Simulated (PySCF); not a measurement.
C$_{4}$H$_{13}$NOSi$_{2}$

```xyz
21

C     3.2767   -1.3029    0.2055
N     2.6711   -0.2239    0.3642
Si    1.7138    0.7838   -0.6476
Si   -0.3486    0.7147    0.3558
C    -1.3385   -0.8934    0.0100
C    -0.5719   -2.1530    0.3998
O    -1.0146    2.0113   -0.3770
C    -2.3014    2.5301   -0.2259
H     3.3290   -1.8457   -0.7425
H     3.7956   -1.7615    1.0451
H     1.7097    0.4157   -2.0833
H     2.4479    2.0495   -0.5457
H    -0.4451    0.9089    1.8179
H    -1.5931   -0.9542   -1.0521
H    -2.2905   -0.8786    0.5487
H    -0.3383   -2.1444    1.4614
H     0.3674   -2.2143   -0.1472
H    -1.1536   -3.0488    0.1869
H    -2.3171    3.5307   -0.6640
H    -2.5754    2.5949    0.8310
H    -3.0322    1.8981   -0.7414
```

Geometry: GFN2-xTB.

Theory: PBE0/pcSseg-1, SCF density, gas phase, non-relativistic in PySCF 2.14.0.

**What will maps of the electron density and electron localisation function show?**

C–O (1.40 Å): ρ is about 2.1 e/Å³ halfway, with its minimum of 1.8 e/Å³ about 0.5 Å from C; the ELF peaks at about 0.90 between the atoms; a polar covalent bond.
Si–O (1.63 Å): ρ is about 1.1 e/Å³ halfway; the ELF peaks at about 0.85 between the atoms: a polar covalent bond.

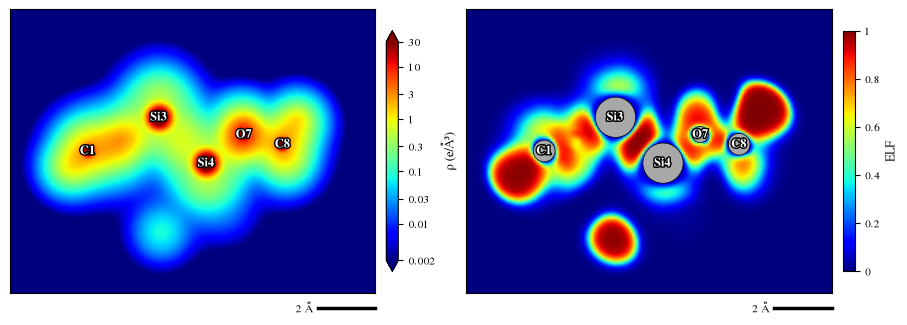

Computed electron density and electron localisation function on the plane of atoms Si4, O7 and C8, in this order. Grey discs cover the atomic cores in the ELF map. 
